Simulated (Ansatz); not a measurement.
Input

```
crystal:
  periodic: [false, false, false]
  atoms:
    - {symbol: B, position_ang: [-1.020405, 0.288111, 1.135827]}
    - {symbol: Si, position_ang: [0.010535, -0.770548, -0.142462]}
    - {symbol: C, position_ang: [1.451523, -1.885527, 0.283853]}
    - {symbol: P, position_ang: [0.047307, 1.700598, 0.277787]}
    - {symbol: N, position_ang: [-0.969152, 2.202277, -0.945683]}
    - {symbol: H, position_ang: [-2.186506, 0.470806, 0.909375]}
    - {symbol: H, position_ang: [-0.676032, 0.126392, 2.276171]}
    - {symbol: H, position_ang: [-0.403941, -0.907261, -1.567304]}
    - {symbol: H, position_ang: [1.934645, -1.534827, 1.198165]}
    - {symbol: H, position_ang: [2.192113, -1.944961, -0.514581]}
    - {symbol: H, position_ang: [1.072020, -2.892890, 0.480087]}
    - {symbol: H, position_ang: [0.970424, 0.635096, -0.513119]}
    - {symbol: H, position_ang: [-1.808558, 1.688919, -1.165946]}
    - {symbol: H, position_ang: [-0.626975, 2.794617, -1.683470]}
basis:
  gaussian: {orbitals: def2-TZVPP}
hamiltonian: {xc: pbe0, dispersion: d4}
output: {orbitals: {seedname: orbitals}}
```

Launched as:

```sh
ansatz run in.yaml --threads 4 --pin off --events-out ev --progress --plain --max-ram 10444MiB
```

Geometry: PBE0-D4/def2-TZVP.

The calculation used RKS PBE0-D4/def2-TZVPP (Ansatz 0.2.0).

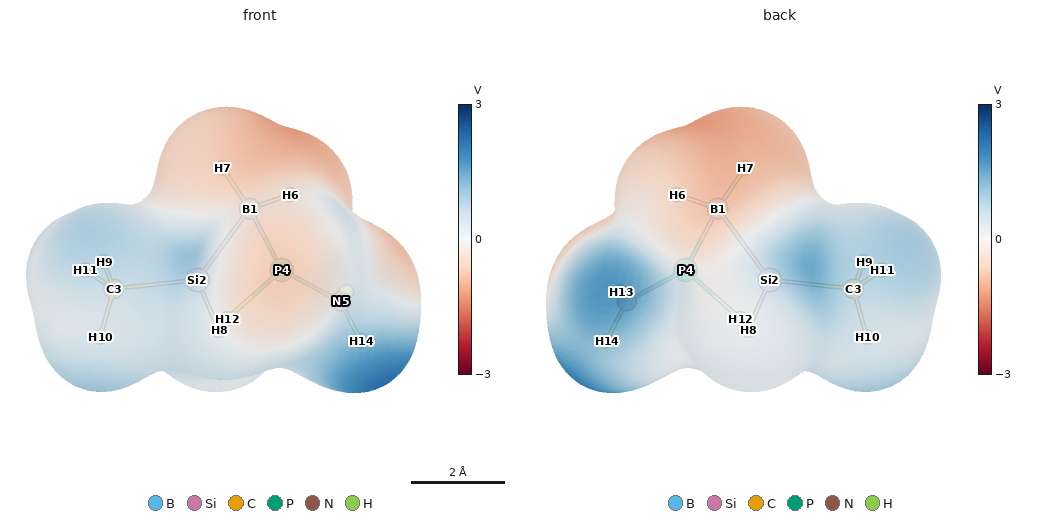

CH₉BNPSi. The molecular electrostatic potential painted on the density surface at 0.002 e/bohr³, seen from the front and from behind; red is negative and blue positive.

> Which sites attract a positive test charge, and which a negative one?

A positive charge is drawn to the negative regions and a negative charge to the positive ones. The most negative region (about −1.2 V) lies over H6, the most positive (about +2.1 V) over H14.
